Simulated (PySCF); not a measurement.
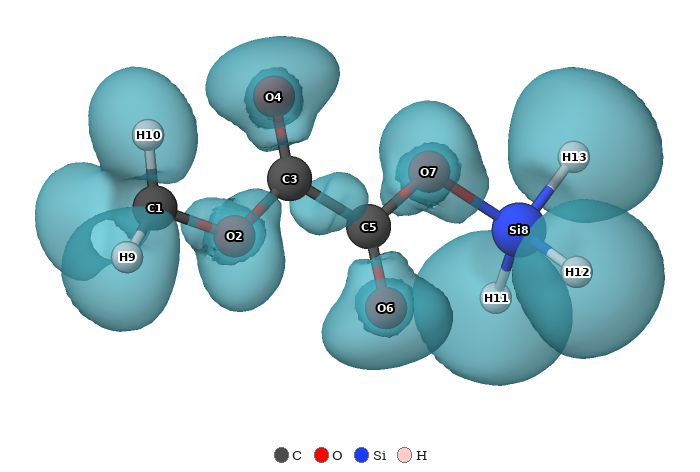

Figure. C3H5O4Si (SMILES [CH2-]OC(=O)C(=O)O[SiH3]) (charge −1). Isosurface of the electron localisation function at 0.75 (cyan), seen at a tilt. Only the valence region is drawn (cores and ρ < 0.01 e/Å³ removed).

Geometry: PBE0-D3(BJ)/ma-def2-SVP.

These are results of DFT single point, gas phase, functional M06-2X in PySCF, not measurements.

Input

```
{"job": {"kind": "sp", "xc": "M06-2X", "basis": "ma-def2-SVP", "grid": 3}, "charge": -1, "multiplicity": 1}
C     -2.951684    -0.619218    -0.393219
O     -1.619426    -0.554828    -0.596148
C     -0.816409    -0.046140     0.328470
O     -1.214603     0.352026     1.429994
C      0.564348    -0.026254    -0.158587
O      0.999756    -0.394406    -1.250535
O      1.454759     0.468500     0.744041
Si     3.038310     0.478859     0.137423
H     -3.435366    -1.305666    -1.090818
H     -3.285719    -0.511304     0.641488
H      3.232128     1.359133    -1.050887
H      3.595843    -0.881057    -0.118390
H      3.808111     1.078673     1.273969
```

Run with:

```sh
OMP_NUM_THREADS=1 python redox_run.py task.json out
```

Describe the localisation domains.

Answer. At this value the surface marks out one region between bonded C–C atoms (shared pairs), three regions around hydrogen nuclei, four regions on O in which the atom's valence shell and bonds are merged and one joined region spread over several atoms (C, H), in which their bonds and any lone pairs are merged.

Values along the shortest contacts:
C–O (1.23 Å): the ELF peaks at about 0.90 between the atoms: a short, strongly polar bond. C–C (1.46 Å): the ELF peaks at about 0.95 between the atoms; a covalent bond.
